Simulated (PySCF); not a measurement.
## Electronic structure of C₃H₁₂N₂OSi₂ in real space

```xyz
20

C     3.2830   -0.6351   -0.9571
N     2.3737   -0.2951   -0.1730
Si    0.9526   -1.0278    0.4560
Si   -0.7940    0.1234   -0.4981
N    -0.8821    1.6850    0.1938
C     0.2140    2.6159    0.1267
O    -2.2396   -0.4541   -0.0129
C    -2.7299   -1.7302   -0.2511
H     3.3737   -1.6251   -1.4137
H     4.0579    0.0802   -1.2246
H     1.1725   -0.8199    1.8921
H     0.8520   -2.4974    0.2783
H    -0.7823    0.1010   -1.9858
H    -1.7803    2.1445    0.2159
H     1.1447    2.0593    0.2127
H     0.2364    3.1737   -0.8171
H     0.1532    3.3320    0.9483
H    -3.6706   -1.8413    0.2900
H    -2.9132   -1.8842   -1.3184
H    -2.0269   -2.4941    0.0928
```

Geometry: GFN2-xTB.

Method: PBE0/pcSseg-1, SCF density, gas phase, non-relativistic in PySCF.

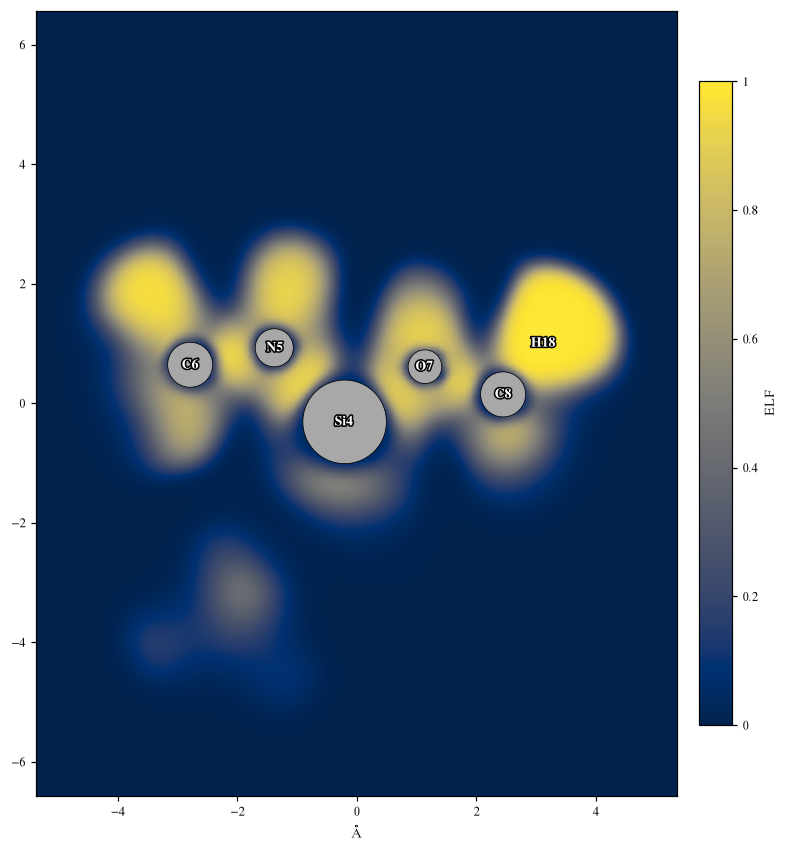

Figure 1. Electron localisation function on the plane of atoms Si4, O7 and C8. Grey discs cover the atomic cores.

Question: Read the bonding off the picture.

Answer: The section cuts through Si, N, C, O and H sites.
C–O (1.39 Å): the ELF peaks at about 0.90 between the atoms (a polar covalent bond).
Si–O (1.63 Å): the ELF peaks at about 0.85 between the atoms; a polar covalent bond.
Si–N (1.71 Å): the ELF peaks at about 0.90 between the atoms: a shared but strongly polarised pair.
C–N (1.44 Å): the ELF peaks at about 0.90 between the atoms: localised, covalent bonding.
The ELF also peaks beside O7, away from the bonds: lone-pair regions.

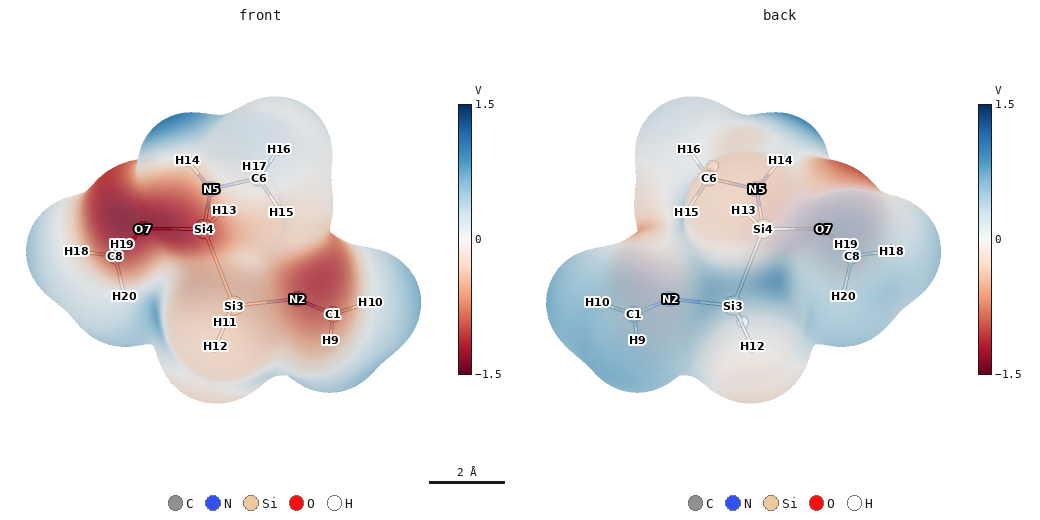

Figure 2. The molecular electrostatic potential painted on the density surface at 0.001 e/bohr³, seen from the front and from behind; the colour scale runs from red (negative) to blue (positive).

Question: Which sites attract a positive test charge, and which a negative one?

Answer: A positive charge is drawn to the negative regions and a negative charge to the positive ones. The most negative region (about −1.3 V) lies over N5 and O7, the most positive (about +0.9 V) over H14.

Question: What dipole moment does the calculation give?

Answer: Its dipole moment is 1.73 D.
